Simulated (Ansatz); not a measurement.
Geometry relaxation of C₅H₉NSi (part 2 of 2)

Continued. System: C₅H₉NSi. Method: UKS PBE0-D4/STO-3G (Ansatz 0.2.0). It belongs to a series of runs on one base structure; here: end point A relaxed.

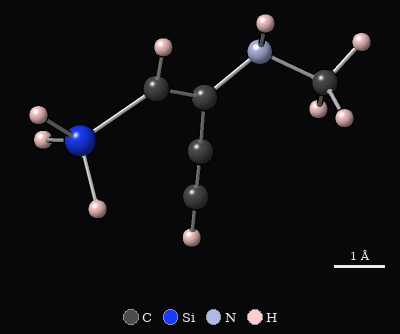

Figure 1. The geometry at step 8 of the log (ball-and-stick view, seen at a tilt).

### Trajectory as extended XYZ, continued
```
16
Properties=species:S:1:pos:R:3:forces:R:3 step=4 energy=-14510.71853
C    -0.5833   -2.0799   -0.9821   -0.1424   0.0302  -0.1651
C    -0.3056   -1.0517   -0.4200    0.0704  -0.0677   0.0964
C     0.0748    0.1840    0.2610   -0.1569  -0.1215  -0.0211
C     1.0785    0.9690   -0.1964    0.0573   0.1677  -0.0200
Si    2.1083    0.6151   -1.6855   -0.0592  -0.0375   0.0828
N    -0.6261    0.4510    1.4780    0.1296  -0.2142   0.2019
C    -1.9584   -0.1362    1.7300   -0.0485  -0.0577  -0.0899
H    -0.8744   -2.9712   -1.5233    0.1133   0.1240   0.1443
H     1.2807    1.8727    0.3868    0.0171  -0.0054  -0.0395
H     3.0790    1.6691   -1.8296    0.0436   0.0552  -0.0369
H     1.2996    0.5575   -2.8815    0.0017  -0.0103  -0.0046
H     2.8099   -0.6385   -1.5440    0.0026  -0.0417  -0.0264
H    -0.5119    1.4287    1.8148   -0.0777   0.0132  -0.1309
H    -1.8798   -1.2403    1.7125   -0.0228   0.2257   0.0017
H    -2.2855    0.1818    2.7341   -0.0014  -0.0578  -0.0934
H    -2.7286    0.1659    0.9892    0.0734  -0.0022   0.1009
16
Properties=species:S:1:pos:R:3:forces:R:3 step=5 energy=-14510.75242
C    -0.5637   -2.0811   -0.9717   -0.1200  -0.0987  -0.1519
C    -0.2790   -1.0678   -0.3907    0.1459   0.0834   0.2483
C     0.0956    0.1620    0.2994    0.0543   0.0255  -0.1299
C     1.0593    0.9805   -0.1868   -0.0293   0.0034  -0.0260
Si    2.0798    0.6137   -1.6833   -0.0603   0.0212   0.0382
N    -0.5579    0.3993    1.5629   -0.0934  -0.4891  -0.0188
C    -1.9431   -0.1237    1.7093   -0.1355   0.0203  -0.0347
H    -0.8460   -2.9742   -1.5071    0.0505   0.0140   0.0292
H     1.2395    1.8975    0.3821    0.0816   0.0018  -0.0091
H     3.0487    1.6681   -1.8550    0.0067   0.0131  -0.0190
H     1.2555    0.5390   -2.8682    0.0128  -0.0001   0.0047
H     2.7797   -0.6412   -1.5332   -0.0082  -0.0017  -0.0096
H    -0.5088    1.4099    1.8034    0.0002   0.2920   0.0503
H    -1.9285   -1.2236    1.6118    0.0395   0.1740   0.0025
H    -2.3068    0.1366    2.7178    0.0233  -0.0142  -0.1127
H    -2.6472    0.2823    0.9534    0.0319  -0.0448   0.1386
16
Properties=species:S:1:pos:R:3:forces:R:3 step=6 energy=-14510.76193
C    -0.5213   -2.1019   -0.9594   -0.0247   0.0985   0.0120
C    -0.2473   -1.0886   -0.3699    0.0019  -0.0613   0.0081
C     0.1044    0.1508    0.3124    0.0747  -0.0283  -0.0425
C     1.0575    0.9797   -0.1782   -0.0198  -0.0360   0.0359
Si    2.0553    0.6203   -1.6924    0.0065  -0.0146   0.0184
N    -0.5425    0.3633    1.5918   -0.2100   0.0556  -0.0233
C    -1.9605   -0.1000    1.6951   -0.0154  -0.0587  -0.0696
H    -0.7834   -3.0002   -1.4940    0.0263  -0.0286   0.0009
H     1.2649    1.8840    0.4028   -0.0263   0.0166  -0.0374
H     3.0254    1.6723   -1.8808   -0.0131  -0.0046   0.0086
H     1.2203    0.5461   -2.8694   -0.0194   0.0092   0.0194
H     2.7499   -0.6384   -1.5500    0.0131   0.0078  -0.0210
H    -0.4947    1.3861    1.8202    0.0553  -0.0269   0.0281
H    -1.9844   -1.1921    1.5395   -0.0158   0.1416   0.0058
H    -2.3187    0.1208    2.7139    0.0192  -0.0115  -0.0669
H    -2.6479    0.3750    0.9627    0.1474  -0.0589   0.1236
16
Properties=species:S:1:pos:R:3:forces:R:3 step=7 energy=-14510.76676
C    -0.5066   -2.1136   -0.9538   -0.0258   0.0525  -0.0074
C    -0.2364   -1.1011   -0.3615    0.0278  -0.0555   0.0197
C     0.1125    0.1392    0.3203   -0.0401   0.0075   0.0297
C     1.0591    0.9727   -0.1729   -0.0113   0.0169   0.0048
Si    2.0489    0.6200   -1.6932    0.0132  -0.0086   0.0215
N    -0.5431    0.3517    1.5956   -0.0499   0.1030  -0.0177
C    -1.9670   -0.0893    1.6880    0.0091   0.0144  -0.0716
H    -0.7605   -3.0135   -1.4901    0.0205  -0.0116   0.0089
H     1.2506    1.8905    0.3927   -0.0121  -0.0239  -0.0083
H     3.0132    1.6767   -1.8830   -0.0095   0.0000  -0.0003
H     1.2018    0.5502   -2.8615   -0.0084   0.0033   0.0058
H     2.7508   -0.6358   -1.5632    0.0052   0.0023  -0.0181
H    -0.4704    1.3701    1.8439    0.0124  -0.1261  -0.0213
H    -2.0134   -1.1751    1.5061    0.0009   0.0868   0.0040
H    -2.3223    0.1165    2.7097   -0.0013  -0.0142  -0.0224
H    -2.6400    0.4179    0.9669    0.0693  -0.0467   0.0728
16
Properties=species:S:1:pos:R:3:forces:R:3 step=8 energy=-14510.76992
C    -0.4836   -2.1349   -0.9419   -0.0192  -0.0032  -0.0242
C    -0.2232   -1.1205   -0.3493    0.0096   0.0029   0.0071
C     0.1138    0.1267    0.3265   -0.0122  -0.0119   0.0385
C     1.0543    0.9650   -0.1682    0.0327   0.0153  -0.0226
Si    2.0376    0.6222   -1.6947   -0.0067   0.0083   0.0030
N    -0.5408    0.3353    1.6006    0.0158   0.0673   0.0220
C    -1.9743   -0.0683    1.6756   -0.0183   0.0053  -0.0262
H    -0.7219   -3.0405   -1.4766    0.0132   0.0032   0.0163
H     1.2404    1.8851    0.3945   -0.0142  -0.0104   0.0031
H     2.9936    1.6860   -1.8854   -0.0018   0.0010  -0.0035
H     1.1756    0.5605   -2.8528    0.0104  -0.0059  -0.0033
H     2.7478   -0.6309   -1.5848   -0.0046   0.0031  -0.0046
H    -0.4351    1.3441    1.8730   -0.0229  -0.1081  -0.0404
H    -2.0509   -1.1436    1.4508    0.0104   0.0586   0.0072
H    -2.3273    0.1069    2.7035   -0.0111  -0.0067  -0.0141
H    -2.6287    0.4841    0.9733    0.0189  -0.0187   0.0418
16
Properties=species:S:1:pos:R:3:forces:R:3 step=9 energy=-14510.77103
C    -0.4676   -2.1505   -0.9347   -0.0026  -0.0011  -0.0051
C    -0.2110   -1.1369   -0.3393    0.0118   0.0030   0.0104
C     0.1214    0.1113    0.3367   -0.0280   0.0123  -0.0262
C     1.0525    0.9574   -0.1632   -0.0017  -0.0010  -0.0174
Si    2.0285    0.6268   -1.6972    0.0122  -0.0147  -0.0060
N    -0.5353    0.3187    1.6101   -0.0186  -0.0039   0.0217
C    -1.9794   -0.0513    1.6683   -0.0013  -0.0166  -0.0103
H    -0.6969   -3.0586   -1.4681   -0.0009  -0.0102   0.0005
H     1.2269    1.8818    0.3956    0.0066   0.0006   0.0112
H     2.9780    1.6960   -1.8906   -0.0033   0.0019   0.0032
H     1.1632    0.5629   -2.8527   -0.0029   0.0040   0.0068
H     2.7450   -0.6237   -1.5981    0.0002   0.0064   0.0040
H    -0.4158    1.3228    1.8859    0.0051   0.0051  -0.0002
H    -2.0798   -1.1156    1.4084    0.0022   0.0165   0.0000
H    -2.3342    0.0977    2.6998    0.0043   0.0005  -0.0074
H    -2.6182    0.5384    0.9834    0.0171  -0.0028   0.0149
16
Properties=species:S:1:pos:R:3:forces:R:3 step=10 energy=-14510.77127
C    -0.4618   -2.1578   -0.9325    0.0025  -0.0012   0.0028
C    -0.2106   -1.1407   -0.3405   -0.0174   0.0095  -0.0141
C     0.1149    0.1116    0.3313    0.0423  -0.0151   0.0198
C     1.0480    0.9569   -0.1668   -0.0222   0.0034   0.0083
Si    2.0277    0.6273   -1.6987   -0.0042   0.0059  -0.0009
N    -0.5346    0.3129    1.6104   -0.0073  -0.0311  -0.0234
C    -1.9813   -0.0458    1.6680   -0.0100   0.0083  -0.0031
H    -0.6845   -3.0706   -1.4609   -0.0011  -0.0028   0.0015
H     1.2245    1.8789    0.3961    0.0021  -0.0039  -0.0032
H     2.9739    1.6998   -1.8898   -0.0002  -0.0020  -0.0003
H     1.1620    0.5633   -2.8538    0.0041  -0.0040  -0.0009
H     2.7472   -0.6211   -1.5976    0.0004   0.0019   0.0003
H    -0.4086    1.3143    1.8909    0.0091   0.0408   0.0118
H    -2.0927   -1.1031    1.3871    0.0020  -0.0024  -0.0028
H    -2.3311    0.0869    2.7031    0.0021  -0.0036   0.0017
H    -2.6158    0.5644    0.9978   -0.0022  -0.0039   0.0025
16
Properties=species:S:1:pos:R:3:forces:R:3 step=11 energy=-14510.77139
C    -0.4638   -2.1581   -0.9315    0.0021  -0.0058   0.0005
C    -0.2110   -1.1412   -0.3398   -0.0059   0.0060  -0.0091
C     0.1169    0.1101    0.3327    0.0020   0.0050   0.0009
C     1.0470    0.9574   -0.1675    0.0052  -0.0087   0.0139
Si    2.0276    0.6280   -1.6988   -0.0023   0.0045   0.0007
N    -0.5345    0.3135    1.6103    0.0046  -0.0147  -0.0057
C    -1.9811   -0.0457    1.6669    0.0005   0.0021   0.0044
H    -0.6877   -3.0710   -1.4595   -0.0007   0.0035   0.0036
H     1.2251    1.8783    0.3965   -0.0047   0.0016  -0.0058
H     2.9723    1.7016   -1.8903   -0.0007   0.0001  -0.0017
H     1.1628    0.5608   -2.8544    0.0030  -0.0029  -0.0010
H     2.7495   -0.6188   -1.5959    0.0002  -0.0002  -0.0001
H    -0.4075    1.3152    1.8911    0.0012   0.0105   0.0012
H    -2.0917   -1.1023    1.3831    0.0012  -0.0009  -0.0012
H    -2.3306    0.0837    2.7026   -0.0009  -0.0023   0.0016
H    -2.6160    0.5657    0.9986   -0.0048   0.0023  -0.0022
```

The run was set up as follows.

### Input file
```yaml
crystal:
  periodic: [false, false, false]
  atoms:
    - { symbol: C, position_ang: [-0.6349, -2.133, -0.9855] }
    - { symbol: C, position_ang: [-0.3535, -1.0813, -0.4393] }
    - { symbol: C, position_ang: [0.0138, 0.1228, 0.2123] }
    - { symbol: C, position_ang: [1.1286, 0.898, -0.2178] }
    - { symbol: Si, position_ang: [2.1306, 0.6449, -1.6923] }
    - { symbol: "N", position_ang: [-0.6756, 0.4427, 1.3599] }
    - { symbol: C, position_ang: [-1.9203, -0.1397, 1.7594] }
    - { symbol: H, position_ang: [-0.9386, -2.9673, -1.4977] }
    - { symbol: H, position_ang: [1.3222, 1.7983, 0.3799] }
    - { symbol: H, position_ang: [3.0999, 1.7761, -1.7241] }
    - { symbol: H, position_ang: [1.3202, 0.6553, -2.9054] }
    - { symbol: H, position_ang: [2.9159, -0.6065, -1.5602] }
    - { symbol: H, position_ang: [-0.5555, 1.3903, 1.6987] }
    - { symbol: H, position_ang: [-1.901, -1.214, 1.9074] }
    - { symbol: H, position_ang: [-2.2603, 0.2739, 2.7159] }
    - { symbol: H, position_ang: [-2.7143, 0.1167, 1.0329] }
magnetization:
  spin_polarized: true
basis:
  gaussian: { orbitals: STO-3G }
hamiltonian:
  xc: pbe0
  dispersion: d4
relax:
  f_tol: 0.02
  max_steps: 50
```

Run as:
```bash
ansatz run input.yaml --threads 1 --pin off --max-ram 2048MiB --backend cpu --events-out ev --progress --plain --runs-dir out
```

### Summary

| quantity | value |
| --- | --- |
| outcome | converged |
| total energy | −14510.7714 eV |
| mean-field energy | −14510.4340 eV |
| largest force (length of the vector) at the end | 0.017 eV/Å |
| hardware | 1 thread of Arm Neoverse V2, 24 GiB of memory available, shared host |
| wall time | 79 s |
| peak memory | 0.19 GiB |
